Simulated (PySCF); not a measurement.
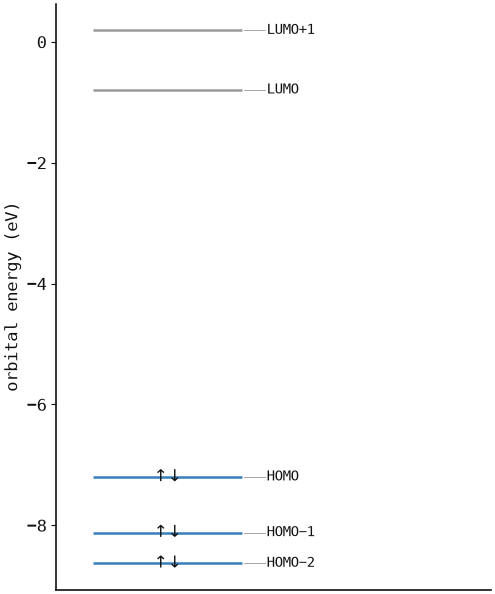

Kohn-Sham orbital energies near the frontier, PBE0/def2-SVPD with PySCF 2.14.0, at a PBE0-D3(BJ)/def2-SVP geometry (no frequency check), isolated molecule; empty levels in grey, levels within 0.03 eV side by side.

> Which molecule has this level scheme?
A. CH₆Al₂Cl₂, SMILES [CH3][AlH-]1[Cl+][AlH2-][Cl+]1, singlet
B. C₄H₁₀GeSi, SMILES C[SiH](C)C#[C][GeH3], singlet
C. Al₂Cl₆, SMILES [Cl][Al-]1([Cl])[Cl+][Al-]([Cl])([Cl])[Cl+]1, singlet
D. C₃H₁₀SSi₂, SMILES C=C[SiH2]S[SiH2]C

D. HOMO −7.20 eV, LUMO −0.80 eV, separation 6.40 eV.

Known limits of this run: one conformer of a flexible molecule; empty levels above zero depend strongly on the basis.
